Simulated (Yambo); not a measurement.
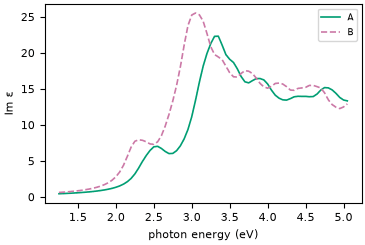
*Two computed absorption spectra of WS$_{2}$ (space group P6_3/mmc, No. 194) (Yambo, PBE bands with the same scissor, field along x)*

Axes are Cartesian, with cell vectors (Å) (3.15, 0.00, 0.00), (-1.58, 2.73, 0.00), (0.00, 0.00, 12.14).

Which curve includes the electron-hole attraction (BSE)?

Curve B: the attraction moves weight to lower energy (centre of the plotted range 3.6 eV against 3.8 eV). Settings: 9×9×2 mesh, 7 valence and 8 conduction bands, static screening with 67 bands and a 3 Ry block, scissor 0.54 eV, Tamm-Dancoff. The scissor comes from a G0W0 run whose convergence isn't established. Broadening 0.15 eV. The band window holds all transitions up to 5.1 eV. On this mesh the peak heights and the fine structure are mesh artefacts; only the shift of weight is robust.

Spin-orbit coupling is not included.

Geometry relaxed with PBE+D3(BJ); primitive cell a = 3.154 Å, b = 3.154 Å, c = 12.138 Å, α = 90.00°, β = 90.00°, γ = 120.00°.
